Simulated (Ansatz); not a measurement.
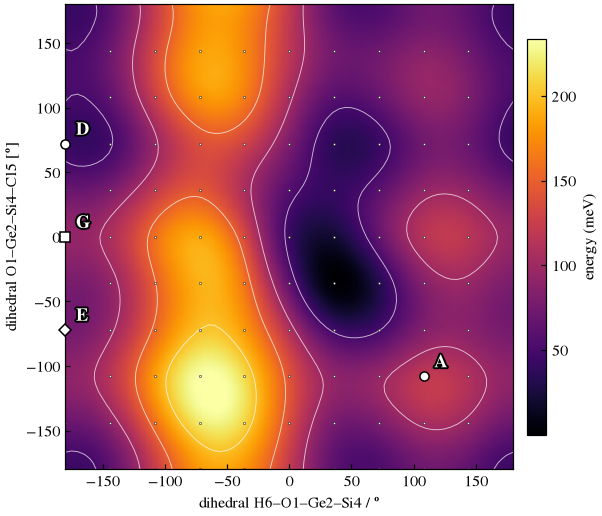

ClFGeH4OSi, SMILES [OH][GeH]([F])[SiH2]Cl. Coordinates scanned: (1) dihedral H6–O1–Ge2–Si4; (2) dihedral O1–Ge2–Si4–Cl5. Nothing is relaxed (all other coordinates rigid). Grid: 10 × 10 points. Points are written as (first, second). Energies are in meV, from the relaxed molecule at the same level. Computed with RKS PBE0-D4/def2-TZVP in Ansatz 0.2.0.

In the figure: a smooth colour map with a few white contour lines, dots at the grid points, lettered points. Between grid points the surface is interpolated.

**What kind of point is each of A, D, E, G: minimum, saddle, maximum or slope?**

A: maximum; D: minimum; E: minimum; G: saddle point. (In these two coordinates alone; a stationary point may lie a little off the grid point.)

**Rank the lettered points by energy, lowest first.**

D (43 meV), E (76 meV), G (94 meV), A (118 meV).
